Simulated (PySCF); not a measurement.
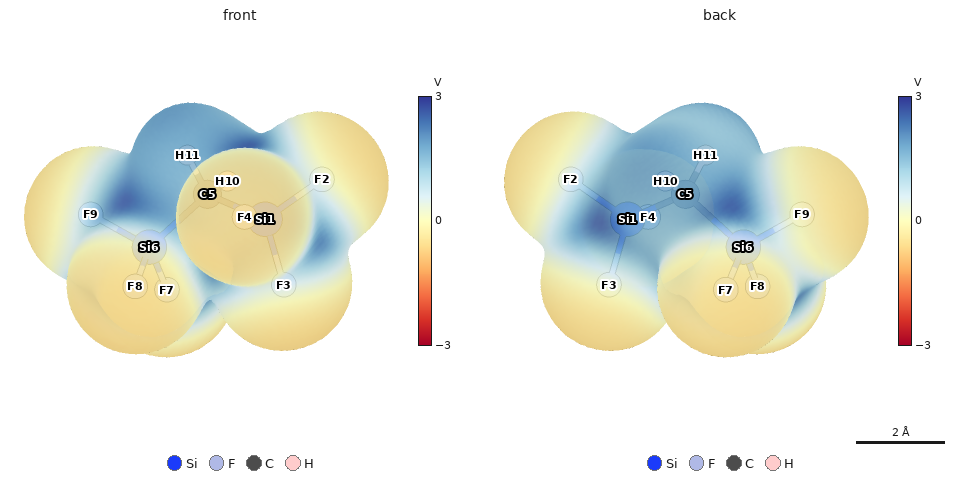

Figure. CH$_{2}$F$_{6}$Si$_{2}$. The electrostatic potential painted on the density surface at 0.002 e/bohr³, seen from the front and from behind; the colour scale runs from red (negative) to blue (positive).

Geometry: PBE0-D3(BJ)/def2-SVP.

Method: PBE0/pcSseg-1, SCF density, gas phase, non-relativistic in PySCF.

```xyz
11

Si   -1.1950   -0.9760    0.3143
F    -1.8722   -1.4957    1.6684
F    -0.4581   -2.2226   -0.3681
F    -2.3723   -0.4980   -0.6556
C    -0.0040    0.3842    0.6468
Si    1.2201    0.7296   -0.6824
F     2.4989   -0.2230   -0.5688
F     0.5769    0.5151   -2.1329
F     1.7354    2.2425   -0.5984
H     0.5489    0.1526    1.5729
H    -0.5806    1.3059    0.8346
```

Describe the electrostatic potential map.

The most negative region (about −0.6 V) lies over F3, F4, F7 and F8, the most positive (about +2.5 V) over Si1 and Si6.

What dipole moment does the calculation give?

Its dipole moment is 2.45 D.
